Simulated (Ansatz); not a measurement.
H₂O₂Si···H₂O

```xyz
8

Si   -0.9860    0.1394    0.6755
H     1.5328   -0.2385    1.4613
O     1.8807   -0.0029    0.5628
H     1.4834   -0.7137    0.0137
O    -1.1477    1.3574   -0.4661
H    -0.9936    1.0696   -1.3896
O    -0.6890   -1.1977   -0.3731
H    -0.8508   -2.0622    0.0548
```

Not at a stationary point (largest force 0.8 eV/Å).

The calculation used RKS PBE-D4/def2-SVP in Ansatz.

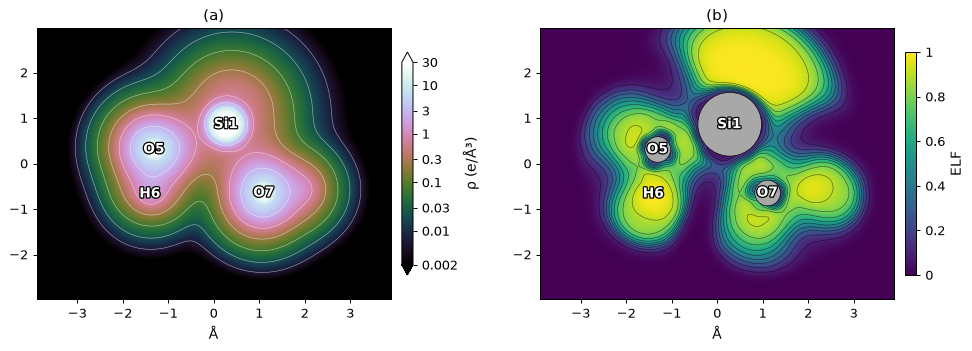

Figure 1. (a) electron density; (b) ELF on the plane of atoms O5, Si1 and O7. Grey discs cover the atomic cores in the ELF map.

Describe what can be read from this map.

Answer.
- The section cuts through Si, O and H sites.
- Si–O (1.68 Å): ρ is about 1 e/Å³ halfway; the ELF peaks at about 0.90 between the atoms, as expected for a shared but strongly polarised pair.
- O–H (0.98 Å): ρ is about 3.5 e/Å³ halfway; the ELF climbs to about 1 towards the hydrogen, as it does in any bond to H (a covalent bond by its length).
- Si–O (1.73 Å): ρ at the midpoint is about 0.94 e/Å³; the ELF peaks at about 0.85 between the atoms, as expected for a shared but strongly polarised pair.
- The ELF also peaks beside O7, O5 and Si1, away from the bonds: lone-pair regions.

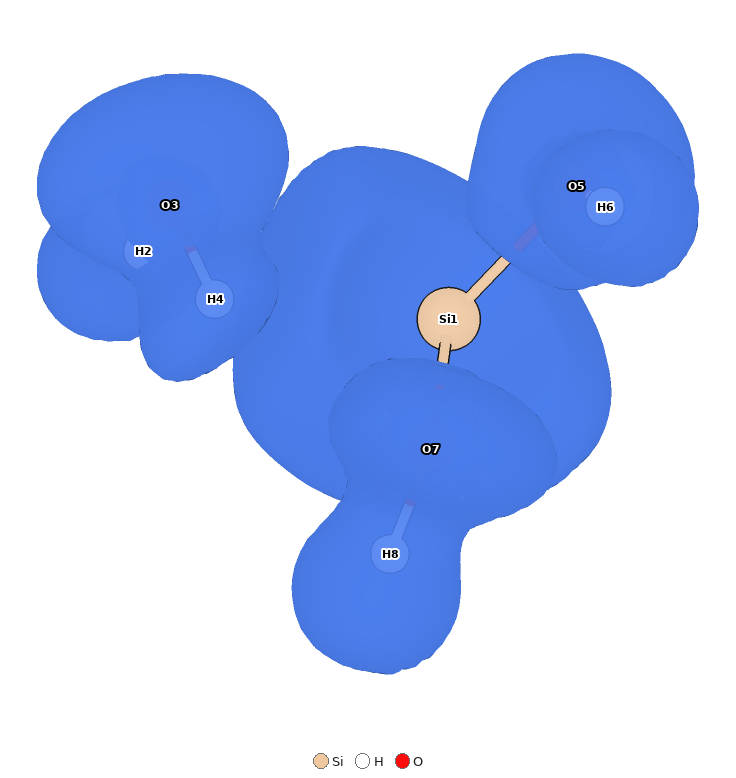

Figure 2. Isosurface of the ELF at 0.75 (blue), seen across its widest extent. Core shells and regions of very low density are left out.

Where are the electrons localised?

Answer. At this value the surface marks out one lobe on Si, pointing away from the bonds (lone pairs) and three joined regions spread over several atoms (H, O), in which their bonds and any lone pairs are merged. Profiles from the grid: Si1···O3 (2.87 Å): the ELF is about 0.10 at the midpoint.

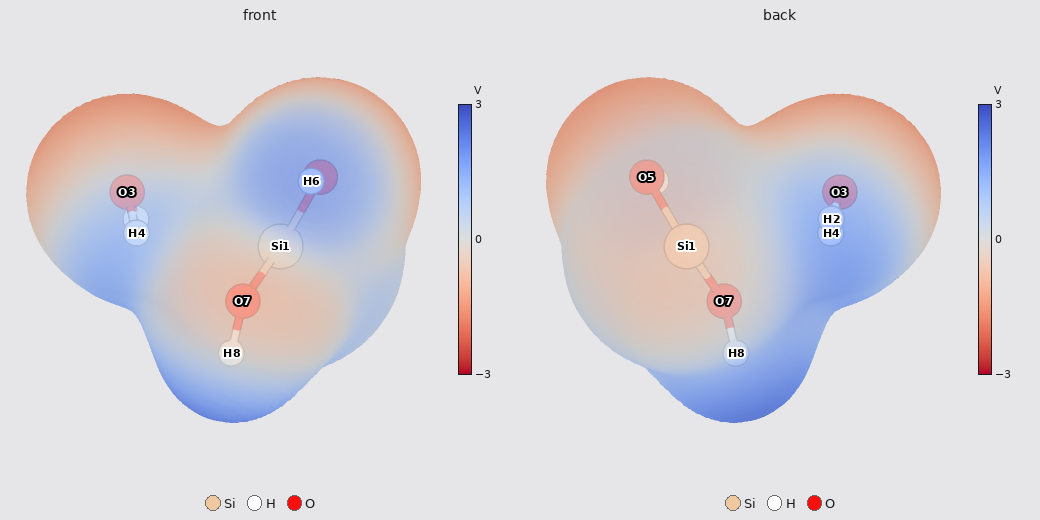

Figure 3. The molecular electrostatic potential painted on the density surface at 0.001 e/bohr³, seen from the front and from behind; the colour scale runs from red (negative) to blue (positive).

Which sites attract a positive test charge, and which a negative one?

Answer. A positive charge is drawn to the negative regions and a negative charge to the positive ones. The most negative region (about −1.4 V) lies over O3 and O5, the most positive (about +2.2 V) over H8.
